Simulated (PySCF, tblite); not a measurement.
# C4H10B2NP: geometry, infrared bands and NMR shifts

Wanted: the infrared bands and NMR shifts of C4H10B2NP (`C#CB(P)CNBC`), by calculation.

Programs: tblite 0.8.0 and PySCF 2.14.0, with density-fitted response routines of our own. Each step states its level of theory. These are calculated values for one molecule in the gas phase, unless marked as measured. Atoms are numbered from 0 throughout.

## Step 1: The starting structure

18 atoms, charge 0, multiplicity 1; geometry from: force field or distance geometry start.

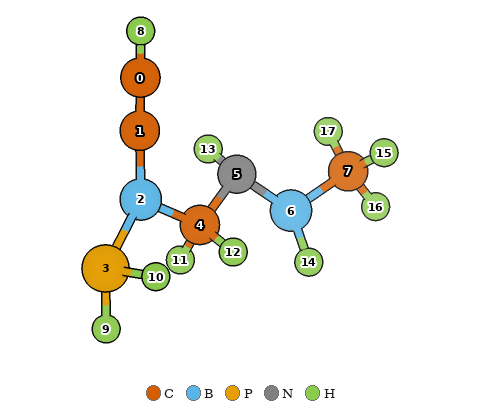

As it starts; carbon orange, boron blue, phosphorus amber, nitrogen grey, hydrogen green, atoms numbered.

## Step 2: Optimising the geometry with GFN2-xTB

Job settings and geometry (Å):

```
{"job": {"kind": "relax", "xc": "GFN2-xTB", "basis": "xTB"}, "charge": 0, "multiplicity": 1}
C     -1.902900     2.986800    -0.602200
C     -1.892000     1.788400    -0.555200
B     -1.833300     0.227000    -0.488800
P     -3.432900    -0.570300     0.311800
C     -0.538500    -0.564500    -0.082400
N      0.686200     0.121200    -0.386500
B      1.795800    -0.838300     0.090300
C      3.340000    -0.394900     0.063300
H     -1.928600     4.043200    -0.634000
H     -3.273700    -2.024400     0.244200
H     -3.311000    -0.226700     1.729300
H     -0.585200    -1.548400    -0.576500
H     -0.576500    -0.731200     1.021100
H      0.797300     0.250500    -1.425100
H      1.530900    -1.573600     1.006100
H      3.544600     0.309800     0.910700
H      3.959000    -1.297500     0.269400
H      3.612100     0.049200    -0.907000
```

Command:

```console
OMP_NUM_THREADS=1 python probes_run.py task.json out
```

One launch serves the whole session: the jobs run in the order shown.

**Question.** This job is followed by: GFN2-xTB harmonic vibrations, gas phase; GIAO PBE0/pcSseg-1 NMR shielding, non-relativistic, gas phase. What will the session give for the following? strongest single infrared mode (GFN2-xTB); zero-point energy (GFN2-xTB); 13C shifts against TMS (PBE0/pcSseg-1); 1H shifts against TMS (PBE0/pcSseg-1, means over atoms taken as alike); 11B shifts against BF3·OEt2 (PBE0/pcSseg-1); 31P shifts against H3PO4 (PBE0/pcSseg-1); 15N shifts against NH3 (PBE0/pcSseg-1).

**Answer**, as computed:

| quantity | value |
| --- | --- |
| strongest single infrared mode (GFN2-xTB) | 1484 cm⁻¹, 281 km/mol |
| zero-point energy (GFN2-xTB) | 83.2 kcal/mol |
| 13C shifts against TMS (PBE0/pcSseg-1) | 142.4, 94.9, 56.3, 6.3 ppm |
| 1H shifts against TMS (PBE0/pcSseg-1, means over atoms taken as alike) | 5.32, 4.93, 4.81, 3.97, 2.67, 0.28 ppm |
| 11B shifts against BF3·OEt2 (PBE0/pcSseg-1) | 80.4, 39.0 ppm |
| 31P shifts against H3PO4 (PBE0/pcSseg-1) | -188.3 ppm |
| 15N shifts against NH3 (PBE0/pcSseg-1) | 138.6 ppm |

In words: Over 119 steps the energy fell by 2.197 eV; of the close pairs, N5–B6 changed most, 1.542 to 1.378 Å. All 48 modes are real, so the xTB geometry is a minimum. The strongest single mode, at 1484 cm⁻¹, is carried by N5, B6, H13. Unscaled tight-binding wavenumbers are off by several per cent, some by more. Its intensities can rank the bands wrongly. At PBE0/pcSseg-1: The largest span, 313 ppm, is at C1, where the paramagnetic term is -166 ppm.
